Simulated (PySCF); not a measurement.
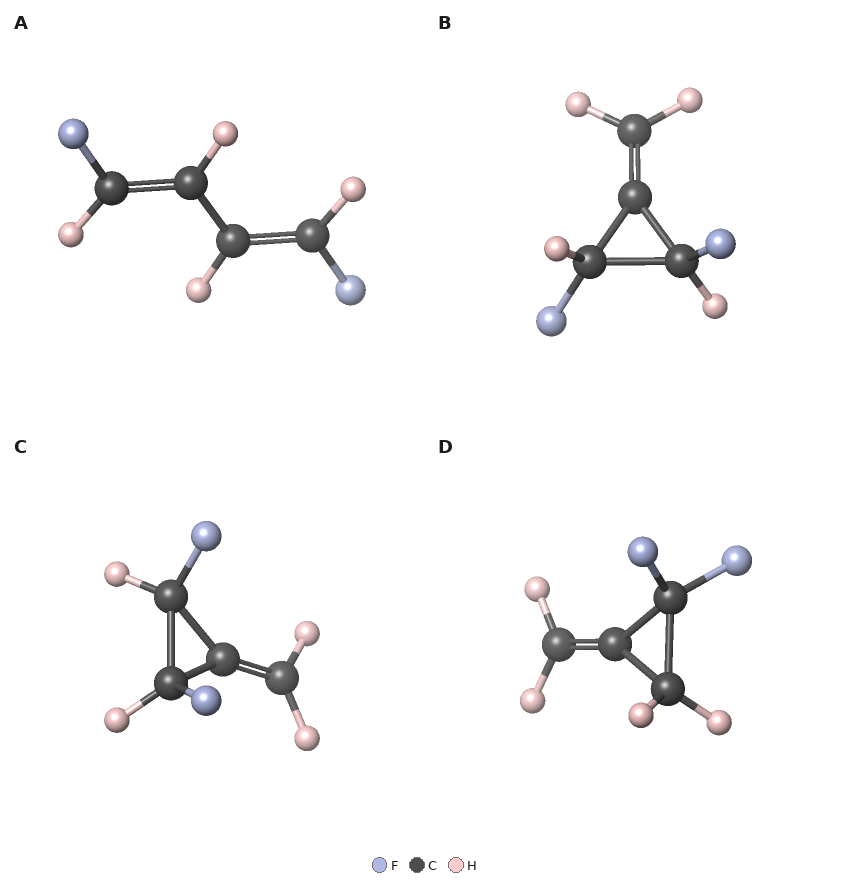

4 stationary structures of one formula. Geometries: GFN2-xTB. Electronic energies: PBE0/pcSseg-1 (PySCF 2.14.0), without zero-point energy. No frequency run is at hand to confirm each as a minimum. Each is one conformer, not always the lowest.

> Which structure is the most stable?

A is lowest; D lies 0.676 eV above it, B lies 1.031 eV above it, C lies 1.155 eV above it. A is `F/C=C/C=C/F`, B is `C=C1[C@@H](F)[C@@H]1F`, C is `C=C1[C@@H](F)[C@H]1F`, D is `C=C1CC1(F)F`.
